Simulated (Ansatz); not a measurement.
Cost and result by functional for the adsorption energy of CO on the 1x1 (100) surface of monoclinic HfO2 (cut with top plane 2 O), one in a 1x1 cell, started at the site 'bridge O-O (span 5.3 Å)', in Ansatz (plane waves, PAW). Single points on the PBE structure, on one kind of machine; costs are rough ratios of the slab run's core time (references not counted) to the cheapest single point. r2SCAN's cost holds its higher cutoff (500 against 420 eV). Differences are taken against HSE06 for comparison alone: no measured value is at hand, so the table doesn't rank accuracy. HSE06 ran on a coarser k-mesh, which lowers its cost and may carry part of its shift.

Host crystal: monoclinic HfO2, with a band gap (PBE, scalar-relativistic without spin-orbit coupling).

Model: 26-atom slab, 9.3 Å thick at the start under the adsorbate (thin: gaps and levels are the slab's own), 4x4x1 mesh, Fermi-Dirac 0.01 eV, dipole correction, 12 atoms held, the rest relaxed; no symmetry held; no spin, no spin-orbit, no U, no dispersion correction. At the end it is bonded to Hf. In PBE it is, or lies within 0.03 eV of, the lowest of the starts that converged. These notes are the PBE run's. Adsorption energies are against CO(g). A negative adsorption energy means that the adsorbate is more stable on the surface than in its reference.

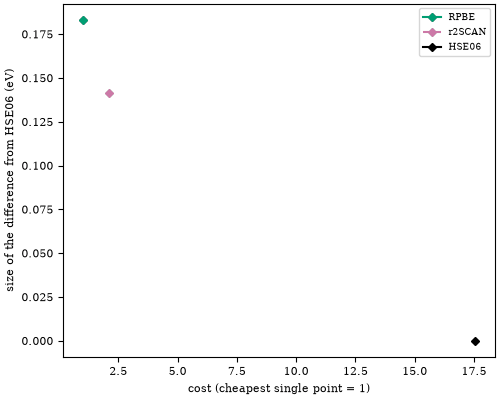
Fig. 1. Difference from HSE06 against cost

```tsv
functional	relative cost	adsorption energy (eV)	less HSE06 (eV)
RPBE	1	-0.34	0.18
r2SCAN	2	-0.66	-0.14
HSE06	20	-0.52	0.00
PBE (the relaxed run's value)	–	-0.54	-0.02
```

The values span 0.32 eV, while the single points' costs differ by a factor of roughly 20. Differences are of unrounded values.

Ansatz is a first-principles code.
